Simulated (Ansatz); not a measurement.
**doublet [SeO2]+ at 6 levels**

We compute a comparison of 6 runs (UB3LYP/6-31G*, U-wB97M-V/def2-TZVPP, UBHLYP/def2-TZVPP, UBLYP/def2-TZVPP, UCAM-B3LYP/def2-TZVPP, USVWN5/def2-TZVPP) of doublet [SeO2]+. 

Program for the calculation: Ansatz 0.2.0.

22 further runs of the same task are left out: 22 set aside as unsound or not needed.

## (1) The system as given

[SeO2]+: 3 atoms, total charge +1, spin state doublet. SMILES of the parent species: `O=[Se]=O`. The shape is that of a PBE0-D4/def2-TZVP optimisation. That shape belongs to the parent species and isn't relaxed for this state.

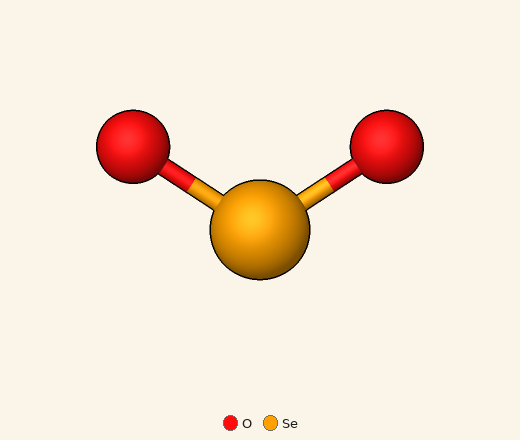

Viewed from a chosen angle; oxygen red, selenium orange.

## (2) The energy at UB3LYP/6-31G(d) (Cartesian functions) (run 1)

Input file molecule.yaml:

```yaml
crystal:
  periodic: [false, false, false]
  atoms:
    - symbol: O
      position_ang: [0.450000, -1.291360, 0.094840]
    - symbol: Se
      position_ang: [-0.515880, -0.067700, -0.261270]
    - symbol: O
      position_ang: [0.065880, 1.359070, 0.166440]
basis:
  gaussian: {orbitals: "6-31G*"}
total_charge: 1
magnetization: {spin_polarized: true, initial_magnetization: 1}
hamiltonian: {xc: {name: B3LYP}}
accuracy: high
output: {orbitals: {seedname: orbitals}}
```

Run with:

```sh
$ ansatz run molecule.yaml --threads 1 --pin off --max-ram 3480MiB --events-out events.jsonl --progress --plain --runs-dir runs
```

Standard output:

```text
Warning: RAYON_NUM_THREADS=1 ignored (pool sized by the plan → 1); use --threads N
Functional definition: B3LYP
  name "B3LYP"
  parameter a0 = 0.2
  parameter ax = 0.72
  parameter ac = 0.81
  exchange = (1 - a0 - ax)*slater_x + ax*b88_x + a0*exact_x
  correlation = (1 - ac)*vwn_rpa_c + ac*lyp_c
1138 factors; integrals over basis functions are off by at most 4.1e-9 eV
mean field evaluation 1: about -69397.1233 eV, gradient 7.9e1 eV
mean field evaluation 2: about -69289.4931 eV, gradient 1.7e2 eV
mean field evaluation 4: about -69422.2132 eV, gradient 7.5e0 eV
mean field evaluation 8: about -69422.4040 eV, gradient 7.2e-1 eV
mean field evaluation 16: about -69422.4371 eV, gradient 2.4e-3 eV
mean field evaluation 32: about -69422.4372 eV, gradient 6.2e-2 eV
mean field evaluation 64: about -69422.3225 eV, gradient 6.5e-1 eV
mean field -69422.44005072 eV, -2551.2276156440 hartree, gradient 2.2e-8 eV, S^2 0.765450; 5 other end points of the search recorded, 0 dependent functions left out
reference -69422.44007639 eV, -2551.2276165872 hartree; 25, 24 occupied and 40, 41 virtual orbitals, 1138 factors
Total energy: -69422.44007639 eV, -2551.2276165872 hartree
```

Run time: 21 s. Hardware: 1 thread of Arm Neoverse V1, shared host; peak memory 0.24 GiB.

## (3) A single-point energy at U-wB97M-V/def2-TZVPP (run 2)

Input file run.yaml:

```yaml
basis:
  gaussian:
    orbitals: def2-TZVPP
crystal:
  periodic: [false, false, false]
  atoms:
    - {symbol: O, position_ang: [0.450000, -1.291360, 0.094840]}
    - {symbol: Se, position_ang: [-0.515880, -0.067700, -0.261270]}
    - {symbol: O, position_ang: [0.065880, 1.359070, 0.166440]}
total_charge: 1
magnetization:
  spin_polarized: true
  initial_magnetization: 1
hamiltonian:
  xc: {name: wB97M-V}
accuracy: high
output: {orbitals: {seedname: orbitals}}
```

Run with:

```sh
$ ansatz run run.yaml --threads 1 --pin off --max-ram 3480MiB --events-out events.jsonl --progress --plain --runs-dir runs
```

Standard output:

```text
Warning: RAYON_NUM_THREADS=1 ignored (pool sized by the plan → 1); use --threads N
Functional definition: wB97M-V
  name "wB97M-V"
  parameter omega = 0.3/bohr
  parameter cx = 0.15
  parameter cx01 = 1.007
  parameter cx10 = 0.259
  parameter css00 = 0.443
  parameter css04 = -1.437
  parameter css10 = -4.535
  parameter css20 = -3.390
  parameter css43 = 4.278
  parameter cos00 = 1.000
  parameter cos10 = 1.358
  parameter cos20 = 2.924
  parameter cos21 = -8.812
  parameter cos60 = -1.390
  parameter cos61 = 9.142
  parameter b = 6.0
  parameter c = 0.01
  gx(w, u) = 1 - cx + cx01*u + cx10*w
  gss(w, u) = css00 + css04*u^4 + css10*w + css20*w^2 + css43*w^4*u^3
  gos(w, u) = cos00 + cos10*w + (cos20 + cos21*u)*w^2 + (cos60 + cos61*u)*w^6
  exchange = spin_sum(e_x_unif_sr(omega)*gx(b97_w, b97_u_x)) + cx*exact_x_sr(omega) + exact_x_lr(omega)
  correlation = spin_sum(e_c_pw_mod_same_spin*gss(b97_w, b97_u_same))
      + integral(e_c_pw_mod_opposite_spin*gos(b97_w_opposite, b97_u_opposite)) + vv10(b, c)
1652 factors; integrals over basis functions are off by at most 4.3e-9 eV
248 factors; integrals over basis functions are off by at most 1.3e-9 eV
mean field evaluation 1: about -69408.4686 eV, gradient 7.1e1 eV
mean field evaluation 2: about -69377.3441 eV, gradient 1.2e2 eV
mean field evaluation 4: about -69426.7647 eV, gradient 3.2e0 eV
mean field evaluation 8: about -69426.9182 eV, gradient 4.7e-1 eV
mean field evaluation 16: about -69426.9213 eV, gradient 1.5e-3 eV
mean field evaluation 32: about -69426.9877 eV, gradient 3.7e-4 eV
mean field evaluation 64: about -69426.9420 eV, gradient 1.0e0 eV
mean field -69426.98771362 eV, -2551.3947391730 hartree, gradient 2.8e-8 eV, S^2 0.766790; 10 other end points of the search recorded, 0 dependent functions left out
reference -69426.98771652 eV, -2551.3947392798 hartree; 25, 24 occupied and 85, 86 virtual orbitals, 1652 factors
Total energy: -69426.98771652 eV, -2551.3947392798 hartree
```

Wall time 3.3 min (1 thread of Arm Neoverse V1, shared host); peak memory 0.81 GiB.

Run 3 isn't shown in full; the table further down has it.

## (4) A single-point energy at UBLYP/def2-TZVPP (run 4)

Input file in.yaml:

```yaml
crystal:
  periodic: [false, false, false]
  atoms:
    - {symbol: O, position_ang: [0.450000, -1.291360, 0.094840]}
    - {symbol: Se, position_ang: [-0.515880, -0.067700, -0.261270]}
    - {symbol: O, position_ang: [0.065880, 1.359070, 0.166440]}
basis:
  gaussian:
    orbitals: def2-TZVPP
total_charge: 1
magnetization:
  spin_polarized: true
  initial_magnetization: 1
hamiltonian:
  xc: {name: BLYP}
accuracy: high
output:
  orbitals: {seedname: orbitals}
```

Run with:

```sh
$ ansatz run in.yaml --threads 1 --pin off --max-ram 3480MiB --events-out events.jsonl --progress --plain --runs-dir runs
```

Standard output:

```text
Warning: RAYON_NUM_THREADS=1 ignored (pool sized by the plan → 1); use --threads N
Functional definition: BLYP
  name "BLYP"
  parameter beta = 0.0042
  parameter a = 0.04918
  parameter b = 0.132
  parameter c = 0.2533
  parameter d = 0.349
  exchange = b88_x(beta = beta)
  correlation = lyp_c(a = a, b = b, c = c, d = d)
1652 factors; integrals over basis functions are off by at most 4.3e-9 eV
mean field evaluation 1: about -69396.6323 eV, gradient 1.0e2 eV
mean field evaluation 2: about -69126.1798 eV, gradient 2.5e2 eV
mean field evaluation 4: about -69432.4100 eV, gradient 1.5e1 eV
mean field evaluation 8: about -69433.3977 eV, gradient 3.6e-1 eV
mean field evaluation 16: about -69433.3976 eV, gradient 6.1e-3 eV
mean field evaluation 32: about -69432.8467 eV, gradient 6.9e0 eV
mean field evaluation 64: about -69432.6400 eV, gradient 6.7e-1 eV
mean field evaluation 96: about -69433.0709 eV, gradient 2.3e0 eV
mean field -69433.39762550 eV, -2551.6302990898 hartree, gradient 9.5e-9 eV, S^2 0.755773; 8 other end points of the search recorded, 0 dependent functions left out
reference -69433.39766304 eV, -2551.6303004693 hartree; 25, 24 occupied and 85, 86 virtual orbitals, 1652 factors
Total energy: -69433.39766304 eV, -2551.6303004693 hartree
```

It took 27 s on 1 thread of Arm Neoverse V1, shared host; peak memory 0.27 GiB.

Run 5 isn't shown in full; the table further down has it.

## (5) The energy at USVWN5/def2-TZVPP (run 6)

Input file job.yaml:

```yaml
crystal:
  periodic: [false, false, false]
  atoms:
    - {symbol: O, position_ang: [0.450000, -1.291360, 0.094840]}
    - {symbol: Se, position_ang: [-0.515880, -0.067700, -0.261270]}
    - {symbol: O, position_ang: [0.065880, 1.359070, 0.166440]}
basis:
  gaussian: {orbitals: def2-TZVPP}
total_charge: 1
magnetization: {spin_polarized: true, initial_magnetization: 1}
hamiltonian: {xc: {name: SVWN5}}
accuracy: high
output: {orbitals: {seedname: orbitals}}
```

Run with:

```sh
$ ansatz run job.yaml --threads 1 --pin off --max-ram 3480MiB --events-out events.jsonl --progress --plain --runs-dir runs
```

Standard output:

```text
Warning: RAYON_NUM_THREADS=1 ignored (pool sized by the plan → 1); use --threads N
Functional definition: SVWN5
  name "SVWN5"
  exchange = slater_x
  correlation = vwn5_c
1652 factors; integrals over basis functions are off by at most 4.3e-9 eV
mean field evaluation 1: about -69277.6723 eV, gradient 9.7e1 eV
mean field evaluation 2: about -69031.3614 eV, gradient 2.4e2 eV
mean field evaluation 4: about -69310.1451 eV, gradient 1.3e1 eV
mean field evaluation 8: about -69310.9050 eV, gradient 4.6e-1 eV
mean field evaluation 16: about -69310.9054 eV, gradient 8.6e-4 eV
mean field evaluation 32: about -69310.5112 eV, gradient 2.1e-1 eV
mean field evaluation 64: about -69310.2430 eV, gradient 1.6e0 eV
mean field evaluation 96: about -69310.6617 eV, gradient 6.1e0 eV
mean field -69310.90539427 eV, -2547.1287926202 hartree, gradient 3.9e-8 eV, S^2 0.753786; 9 other end points of the search recorded, 0 dependent functions left out
reference -69310.90539645 eV, -2547.1287927003 hartree; 25, 24 occupied and 85, 86 virtual orbitals, 1652 factors
Total energy: -69310.90539645 eV, -2547.1287927003 hartree
```

Run time: 20 s. Hardware: 1 thread of Arm Neoverse V1, shared host; peak memory 0.26 GiB.

## (6) Overview of the runs

```csv
run,level,Cartesian functions,energy (Eh),HOMO energy (eV),LUMO energy (eV),⟨S²⟩,wall time
1,UB3LYP/6-31G* (Cartesian functions),yes,-2551.227617,-17.00,-14.62,0.765,21 s
2,U-wB97M-V/def2-TZVPP,no,-2551.394739,-19.68,-11.99,0.767,3.3 min
3,UBHLYP/def2-TZVPP,no,-2551.467411,-19.03,-12.49,0.816,26 s
4,UBLYP/def2-TZVPP,no,-2551.630300,-15.83,-15.30,0.756,27 s
5,UCAM-B3LYP/def2-TZVPP,no,-2551.638707,-18.80,-13.10,0.769,43 s
6,USVWN5/def2-TZVPP,no,-2547.128793,-16.18,-15.83,0.754,20 s
```

## (7) Summary of results

```
                                 quantity           value
                      run 6: total energy  -2547.12879 Eh
run 6: HOMO energy (highest over α and β)       -16.18 eV
 run 6: LUMO energy (lowest over α and β)       -15.83 eV
                              run 6: ⟨S²⟩           0.754
```

In words: Totals of different functionals can't be ranked against each other. All runs together took 5.5 min, the longest 3.3 min.
